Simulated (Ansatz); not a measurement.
**Nudged elastic band of AlAsH5F**

System: AlAsH5F.
Method: UKS PBE0-D4/def2-SVP (Ansatz 0.2.0).

One setting was made poor on purpose. It belongs to a series of runs on one base structure; here: an input spoilt on purpose.

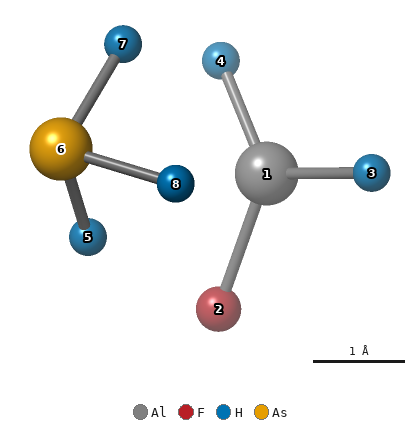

*The structure as given in the input (ball-and-stick view, seen at a tilt; atoms are numbered from 1 in the order of the input). Sticks mark near contacts.*

**The input**
```yaml
crystal:
  periodic: [false, false, false]
  atoms:
    - { symbol: Al, position_ang: [-0.067665, -0.056956, -1.2971] }
    - { symbol: F, position_ang: [-1.459881, -0.995583, -1.333086] }
    - { symbol: H, position_ang: [1.312015, -0.827458, -1.274766] }
    - { symbol: H, position_ang: [-0.262498, 1.488208, -1.574541] }
    - { symbol: H, position_ang: [-1.010546, -0.328368, 0.904282] }
    - { symbol: As, position_ang: [-0.059916, 0.256936, 1.953486] }
    - { symbol: H, position_ang: [0.539524, 1.250921, 0.95864] }
    - { symbol: H, position_ang: [1.008866, -0.787901, 1.663185] }
magnetization:
  spin_polarized: true
basis:
  gaussian: { orbitals: def2-SVP }
hamiltonian:
  xc: pbe0
  dispersion: d4
neb:
  order_check: false
  images: 5
  f_tol: 0.5
  max_iterations: 8
  final_atoms:
    - { symbol: Al, position_ang: [0.26297056, 0.06630712, -0.97312569] }
    - { symbol: F, position_ang: [-1.61168665, -0.82592591, -0.80590016] }
    - { symbol: H, position_ang: [1.10376892, -1.12343062, -1.6053282] }
    - { symbol: H, position_ang: [-0.1103488, 1.39281299, -1.76273476] }
    - { symbol: H, position_ang: [-1.65137149, -0.78044689, 0.14332817] }
    - { symbol: As, position_ang: [0.08787005, 0.13917016, 1.4990217] }
    - { symbol: H, position_ang: [0.47681886, 1.5896587, 1.68842491] }
    - { symbol: H, position_ang: [1.44187756, -0.45834654, 1.81641404] }
  initial_path:
    images:
      - { positions_ang: [[-0.067665, -0.056956, -1.2971], [-1.459881, -0.995583, -1.333086], [1.312015, -0.827458, -1.274766], [-0.262498, 1.488208, -1.574541], [-1.010546, -0.328368, 0.904282], [-0.059916, 0.256936, 1.953486], [0.539524, 1.250921, 0.95864], [1.008866, -0.787901, 1.663185]] }
      - { positions_ang: [[-0.01122671, 0.02094762, -1.18195481], [-1.49761776, -1.02229441, -1.11275682], [1.33888518, -0.74088029, -1.30211151], [-0.28746877, 1.4461648, -1.66257105], [-1.04155928, -0.37381945, 0.69151864], [-0.09299345, 0.26282108, 1.91529355], [0.6465467, 1.2225665, 1.00077917], [0.94533308, -0.81570685, 1.65190283]] }
      - { positions_ang: [[0.04521159, 0.09885124, -1.06680962], [-1.53535451, -1.04900582, -0.89242763], [1.36575536, -0.65430258, -1.32945703], [-0.31243954, 1.4041216, -1.75060111], [-1.07257257, -0.4192709, 0.47875529], [-0.1260709, 0.26870616, 1.87710109], [0.7535694, 1.19421201, 1.04291834], [0.88180017, -0.84351271, 1.64062067]] }
      - { positions_ang: [[0.10164988, 0.17675486, -0.95166443], [-1.57309127, -1.07571723, -0.67209845], [1.39262554, -0.56772487, -1.35680254], [-0.33741031, 1.3620784, -1.83863116], [-1.10358585, -0.46472235, 0.26599193], [-0.15914835, 0.27459124, 1.83890864], [0.8605921, 1.16585751, 1.08505751], [0.81826725, -0.87131856, 1.6293385]] }
      - { positions_ang: [[0.15542344, 0.13993894, -0.95881818], [-1.5859564, -0.99245346, -0.71669902], [1.29634, -0.75296012, -1.43964443], [-0.26172314, 1.37232326, -1.81333236], [-1.28618106, -0.56996387, 0.22510401], [-0.07680888, 0.22945088, 1.72561299], [0.73266768, 1.30712458, 1.28617998], [1.02613736, -0.73366122, 1.69169701]] }
      - { positions_ang: [[0.209197, 0.10312303, -0.96597194], [-1.59882152, -0.90918969, -0.76129959], [1.20005446, -0.93819537, -1.52248632], [-0.18603597, 1.38256812, -1.78803356], [-1.46877628, -0.67520538, 0.18421609], [0.00553058, 0.18431052, 1.61231735], [0.60474327, 1.44839164, 1.48730244], [1.23400746, -0.59600388, 1.75405553]] }
      - { positions_ang: [[0.26297056, 0.06630712, -0.97312569], [-1.61168665, -0.82592591, -0.80590016], [1.10376892, -1.12343062, -1.6053282], [-0.1103488, 1.39281299, -1.76273476], [-1.65137149, -0.78044689, 0.14332817], [0.08787005, 0.13917016, 1.4990217], [0.47681886, 1.5896587, 1.68842491], [1.44187756, -0.45834654, 1.81641404]] }
  spring: -5.0
```

Run as:
```bash
ansatz run input.yaml --threads 2 --pin off --max-ram 3072MiB --backend cpu --events-out ev --progress --plain --runs-dir out
```

**The program's output**
```
Error: invalid value for `neb.spring`: must be finite and > 0; got -5 eV/Å²
```

**Outcome**

```csv
quantity,value
outcome,refused by the program
hardware,"2 threads of Arm Neoverse V1, 24 GiB of memory available, shared host"
```

**What went wrong**

The program refused the input: “invalid value for `neb.spring`: must be finite and > 0; got -5 eV/Å²” A deliberately poor setting: bad input.
